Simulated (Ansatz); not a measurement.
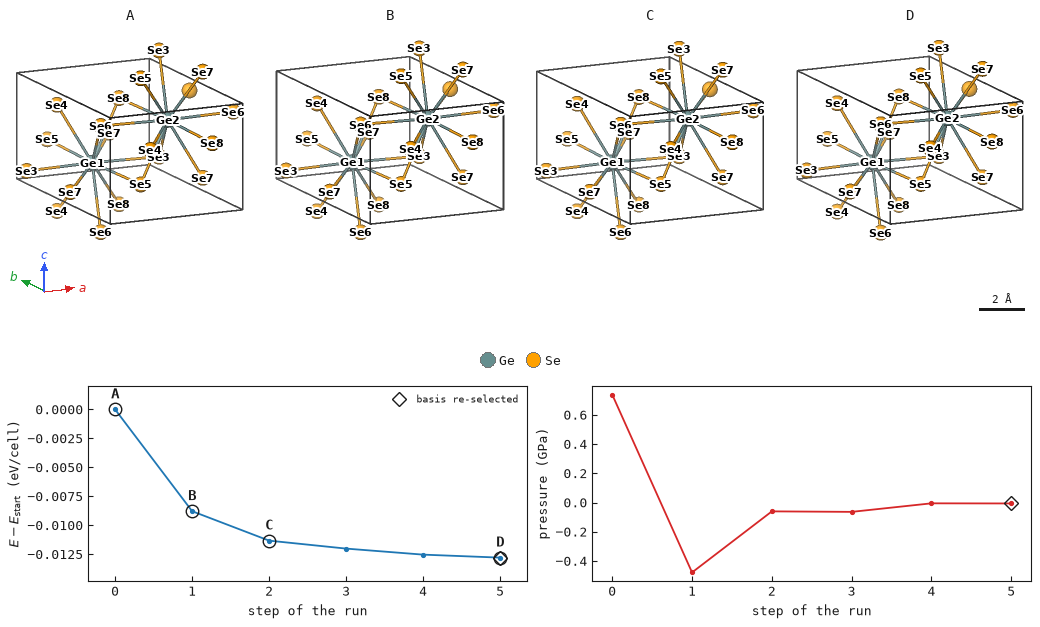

Frames of a relaxation of a crystal of GeSe3 (built on the Ni3Sn (D0_19)_194 type), marked on the history of the run. Style: ball-and-stick. Shown: the cell of the calculation, from a free direction.

Case: Ni3Sn (D0_19) type (P6_3/mmc, No. 194).

Level of theory: Ansatz, DFT PBE, scalar-relativistic, plane waves, PAW.

Input
```yaml
crystal:
  lattice:
    - [6.0523683192, 0.0, 0.0]
    - [-3.0261841596, 5.2415047175, 0.0]
    - [0.0, 0.0, 5.3021781522]
  atoms:
    - { symbol: Ge, position: [0.3333333333, 0.6666666667, 0.25] }
    - { symbol: Ge, position: [0.6666666667, 0.3333333333, 0.75] }
    - { symbol: Se, position: [0.822719049, 0.6454380981, 0.25] }
    - { symbol: Se, position: [0.177280951, 0.822719049, 0.75] }
    - { symbol: Se, position: [0.3545619019, 0.177280951, 0.25] }
    - { symbol: Se, position: [0.177280951, 0.3545619019, 0.75] }
    - { symbol: Se, position: [0.822719049, 0.177280951, 0.25] }
    - { symbol: Se, position: [0.6454380981, 0.822719049, 0.75] }
basis:
  ecutwfc: 420
kpoints:
  mp_grid: { grid: [6, 6, 8] }
hamiltonian:
  xc: pbe
scf:
  occupations: { method: gaussian, width: 0.1 }
output:
  forces: true
  stress: true
  eigenvalues: true
relax:
  adjacent_minimum: "off"
  f_tol: 0.01
  max_steps: 80
  cell: { stress_tol: 0.05 }
```

Launched with:
```bash
ansatz run input.yaml --threads 1 --pin off --max-ram 2560MiB --backend cpu --events-out ev --progress --plain --runs-dir out
```

Describe the path.

Answer. The energy falls by 12.8 meV per cell of the calculation in 4 accepted moves (5 points after the start). Largest force component: 0.057 eV/Å at the start, 0.00054 eV/Å at the end. Pressure: 0.74 GPa at the start and −0.01 GPa at the end. The SCF was repeated once at an unchanged geometry on a basis and grid sized afresh for the cell, which shifted the energy by 0.3 meV per cell of the calculation at most. No atom moves by more than 0.005 Å relative to the cell. The volume changes by +1.7 %, with a = b 6.052 → 6.040 Å (−0.2 %), c 5.302 → 5.415 Å (+2.1 %). Some distances before and after: Ge1–Se4 3.115 → 3.160 Å, Ge1–Se3 3.028 → 3.022 Å. The space group stays P6_3/mmc (No. 194). Cost: 3 min on 1 thread of Intel(R) Xeon(R) Platinum 8259CL CPU @ 2.50GHz (Skylake/Cascade Lake) (shared host), peak memory 0.72 GiB. From step 0 to 1: volume +2.5 %, energy −8.8 meV per cell of the calculation. From step 1 to 2: volume −0.7 %, energy −2.5 meV per cell of the calculation. From step 2 to 5: energy −1.5 meV per cell of the calculation.

```json
{"step": "0", "E − E(0), meV/atom": "0.00", "largest force component, eV/Å": "0.0566", "pressure, GPa": "0.74", "volume, Å³/atom": "21.025", "note": ""}
{"step": "1", "E − E(0), meV/atom": "-1.10", "largest force component, eV/Å": "0.0058", "pressure, GPa": "-0.48", "volume, Å³/atom": "21.548", "note": ""}
{"step": "2", "E − E(0), meV/atom": "-1.42", "largest force component, eV/Å": "0.0059", "pressure, GPa": "-0.06", "volume, Å³/atom": "21.393", "note": ""}
{"step": "3", "E − E(0), meV/atom": "-1.50", "largest force component, eV/Å": "0.0010", "pressure, GPa": "-0.06", "volume, Å³/atom": "21.394", "note": ""}
{"step": "4", "E − E(0), meV/atom": "-1.57", "largest force component, eV/Å": "0.0005", "pressure, GPa": "-0.01", "volume, Å³/atom": "21.382", "note": ""}
{"step": "5", "E − E(0), meV/atom": "-1.60", "largest force component, eV/Å": "0.0005", "pressure, GPa": "-0.01", "volume, Å³/atom": "21.382", "note": "same geometry, new basis"}
```
